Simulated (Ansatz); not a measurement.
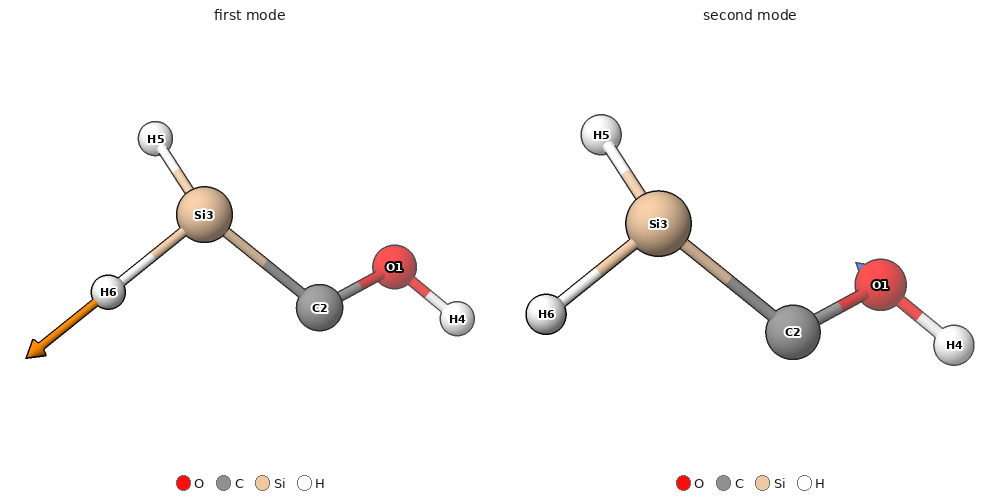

The system is CH₃OSi, SMILES O[C-]=[SiH2], charge −1; the picture shows the reference structure; its two panels give the patterns of the first and the second mode as arrows. First axis: normal mode 11 (2097 cm⁻¹). Second axis: normal mode 12 (3800 cm⁻¹). Nothing is relaxed (straight displacements along the two mass-weighted modes). Grid: 15 × 15 points. Points are written as (first, second). All energies are given in kcal/mol relative to the lowest grid point. Method: Ansatz 0.2.0, RKS PBE0-D4/def2-TZVPD.

Its coordinates:

```yaml
atoms:
  - { symbol: O, position_ang: [-0.4790, -1.3304, -0.7847] }
  - { symbol: C, position_ang: [-0.1354, -0.7248, 0.3958] }
  - { symbol: Si, position_ang: [0.7228, 0.8679, 0.2819] }
  - { symbol: H, position_ang: [-0.7477, -2.2234, -0.5586] }
  - { symbol: H, position_ang: [0.3048, 1.7932, -0.8642] }
  - { symbol: H, position_ang: [0.3344, 1.6176, 1.5299] }
```

Range: normal mode 11 (2097 cm⁻¹) from −0.193 to 0.193 amu½·Å; normal mode 12 (3800 cm⁻¹) from −0.106 to 0.106 amu½·Å.

Question: What landscape does the calculation give?

Answer: The lowest grid point is at (0.000 amu½·Å, 0.000 amu½·Å). No other kind of well shows on this grid. The highest grid point, (−0.193 amu½·Å, 0.106 amu½·Å), lies 18.6 kcal/mol above the lowest.

```tsv
second ↓, first →	−0.193	−0.165	−0.138	−0.110	−0.083	−0.055	−0.028	0.000	0.028	0.055	0.083	0.110	0.138	0.165	0.193
0.106	18.6	15.8	13.5	11.8	10.6	9.7	9.3	9.1	9.3	9.6	10.2	11.0	12.0	13.1	14.3
0.091	15.9	13.1	10.8	9.1	7.9	7.0	6.6	6.4	6.6	6.9	7.5	8.3	9.3	10.4	11.6
0.076	13.7	10.9	8.7	7.0	5.7	4.9	4.4	4.3	4.4	4.8	5.4	6.2	7.2	8.2	9.5
0.061	12.1	9.3	7.0	5.3	4.1	3.3	2.8	2.6	2.8	3.2	3.8	4.5	5.5	6.6	7.8
0.046	10.9	8.1	5.8	4.1	2.9	2.0	1.6	1.4	1.6	1.9	2.6	3.3	4.3	5.4	6.6
0.030	10.1	7.2	5.0	3.3	2.1	1.2	0.8	0.6	0.7	1.1	1.7	2.5	3.5	4.6	5.8
0.015	9.6	6.8	4.5	2.8	1.6	0.8	0.3	0.1	0.3	0.7	1.3	2.1	3.0	4.1	5.3
0.000	9.4	6.6	4.4	2.7	1.4	0.6	0.1	0.0	0.1	0.5	1.1	1.9	2.9	4.0	5.2
−0.015	9.6	6.8	4.5	2.8	1.6	0.8	0.3	0.1	0.3	0.7	1.3	2.0	3.0	4.1	5.3
−0.030	10.0	7.2	4.9	3.2	2.0	1.1	0.7	0.5	0.7	1.0	1.6	2.4	3.4	4.5	5.7
−0.046	10.6	7.8	5.5	3.8	2.6	1.8	1.3	1.1	1.3	1.7	2.3	3.0	4.0	5.1	6.3
−0.061	11.4	8.6	6.3	4.6	3.4	2.6	2.1	1.9	2.1	2.5	3.1	3.8	4.8	5.9	7.1
−0.076	12.4	9.5	7.3	5.6	4.4	3.5	3.1	2.9	3.1	3.4	4.0	4.8	5.8	6.9	8.1
−0.091	13.5	10.7	8.4	6.7	5.5	4.7	4.2	4.0	4.2	4.6	5.2	6.0	6.9	8.0	9.2
−0.106	14.8	11.9	9.7	8.0	6.8	5.9	5.4	5.3	5.4	5.8	6.4	7.2	8.2	9.3	10.5
```

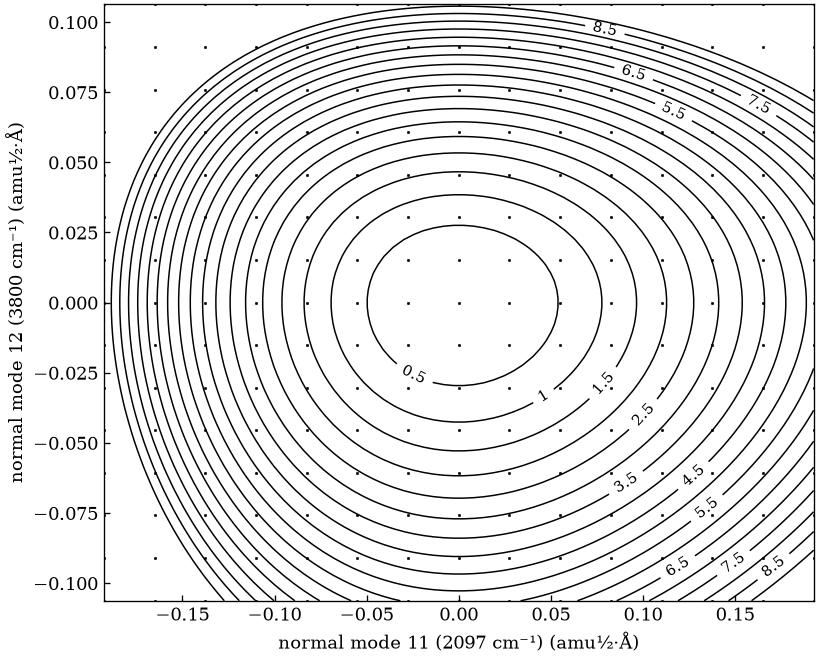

The picture shows contour lines labelled in kcal/mol (none above 9), dots at the grid points. Between grid points the surface is interpolated.

The whole map (225 points run) took 20 min on 1 thread of AMD EPYC 7R43 64-Core Processor (Zen 3), with other jobs on the host.
